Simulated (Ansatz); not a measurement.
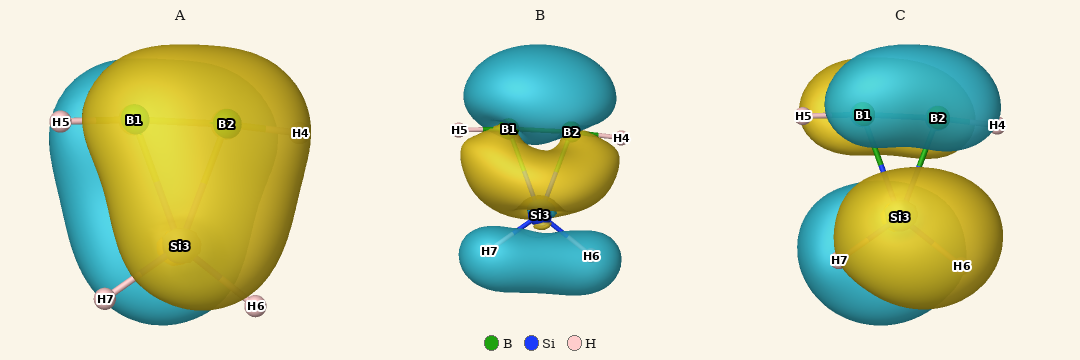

Figure 1: B$_{2}$H$_{4}$Si (SMILES B1B[SiH2]1). Three frontier orbitals at ±0.08 Å⁻³ᐟ² (yellow and cyan are the two phases), in no order.

Geometry: PBE0-D4/def2-TZVP.

The calculation used isolated molecule in a Gaussian basis; Kohn-Sham density functional theory, functional PBE0 in Ansatz.

Input file:

```
crystal:
  periodic: [false, false, false]
  atoms:
    - {symbol: B, position_ang: [0.434192, 0.961636, 0.357406]}
    - {symbol: B, position_ang: [-0.741279, 0.595492, -0.462020]}
    - {symbol: Si, position_ang: [0.084156, -1.032953, 0.415466]}
    - {symbol: H, position_ang: [-1.666053, 0.225511, -1.094435]}
    - {symbol: H, position_ang: [1.379634, 1.174028, 1.030505]}
    - {symbol: H, position_ang: [-0.765633, -2.160106, -0.040019]}
    - {symbol: H, position_ang: [1.151662, -1.562099, 1.298926]}
basis:
  gaussian:
    orbitals: def2-TZVPD
hamiltonian:
  xc: pbe0
output: {forces: true, orbitals: {seedname: orbitals}}
```

Command:

```sh
ansatz run input.yaml --threads 2 --pin off --max-ram 4350MiB --events-out events.jsonl --progress --plain --runs-dir runs
```

Which picture is the HOMO−1, the HOMO and the LUMO?

B is the HOMO−1 (−7.85 eV). Its weight (Hirshfeld) is mainly on B1 (about 35 %), B2 (about 35 %) and Si3 (about 20 %); it is symmetric in the molecular plane (an in-plane orbital: σ, lone-pair or in-plane π type). A is the HOMO (−7.02 eV). Its weight (Hirshfeld) is mainly on Si3 (about 35 %), B1 (about 30 %) and B2 (about 30 %); it changes sign across the molecular plane (π type); π-bonding across B1–B2, B1–Si3 and B2–Si3. C is the LUMO (−1.94 eV). Its weight (Hirshfeld) is mainly on Si3 (about 55 %), B1 (about 15 %) and B2 (about 15 %); it changes sign across the molecular plane (π type); π-bonding across B1–B2; π-antibonding (a node) across B1–Si3 and B2–Si3.

What is the HOMO–LUMO gap?

5.08 eV between the orbital energies.
